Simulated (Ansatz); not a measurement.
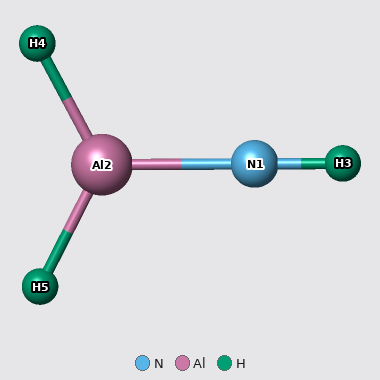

The system is AlH₃N, SMILES [NH][AlH2], spin multiplicity 2; the picture shows the reference structure. Coordinates scanned: (1) bond length Al2–H4; (2) bond length Al2–H5. Nothing is relaxed (all other coordinates rigid). The scan uses a 9 × 9 grid. At 7 points there is no value. All energies are given in kJ/mol relative to the relaxed molecule at the same level. The calculation used UKS wB97X-V/def2-SVP (Ansatz).

Its coordinates:

```xyz
5

N     0.4931   -0.7437    0.7099
Al   -0.2658    0.4001   -0.3809
H     0.9341   -1.4050    1.3360
H    -1.4575   -0.1302   -1.2757
H     0.2961    1.8788   -0.3893
```

Range: bond length Al2–H4 from 1.392 to 1.977 Å; bond length Al2–H5 from 1.360 to 2.215 Å.

What will the energy surface look like?

The lowest grid point is at bond length Al2–H4 = 1.611 Å, bond length Al2–H5 = 1.574 Å, 0.6 kJ/mol from the relaxed molecule at the same level. No other kind of well shows on this grid. The highest grid point, bond length Al2–H4 = 1.977 Å, bond length Al2–H5 = 2.215 Å, lies 202 kJ/mol above the lowest. Round the minimum the contours are nearly round: the two directions are equally stiff and uncoupled.

| bond length Al2–H5 ↓, bond length Al2–H4 → | 1.392 | 1.465 | 1.538 | 1.611 | 1.685 | 1.758 | 1.831 | 1.904 | 1.977 |
| --- | --- | --- | --- | --- | --- | --- | --- | --- | --- |
| 2.215 | 162 | 142 | 133 | 134 | 140 | 152 | 167 | 184 | 203 |
| 2.108 | 131 | 111 | 103 | 103 | 110 | – | 136 | – | 172 |
| 2.001 | 102 | 82 | 73 | 73 | 80 | 91 | 106 | 123 | 142 |
| 1.894 | 75 | – | 46 | 46 | 52 | 63 | 78 | 95 | 114 |
| 1.787 | 52 | 32 | 23 | 23 | 29 | 40 | 54 | 71 | 90 |
| 1.681 | 37 | – | 7 | 7 | 12 | – | 37 | 54 | 73 |
| 1.574 | 32 | 11 | 1 | 1 | 6 | 17 | 31 | 48 | 66 |
| 1.467 | 42 | 22 | 12 | – | 16 | 27 | 41 | – | 75 |
| 1.360 | 78 | 56 | 47 | 45 | 51 | 61 | 74 | 91 | 109 |

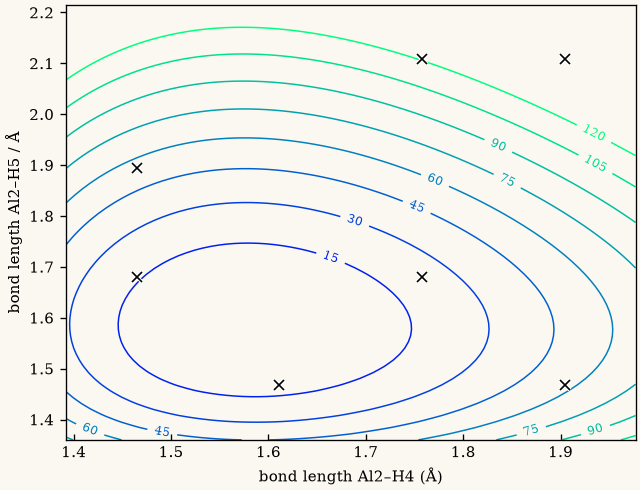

In the figure: contour lines labelled in kJ/mol (none above 120), crosses at grid points without a value. Between grid points the surface is interpolated.

Time for the 74 points that were run: 23 min on 1 thread of Intel(R) Xeon(R) Processor @ 2.70GHz, on a shared host.
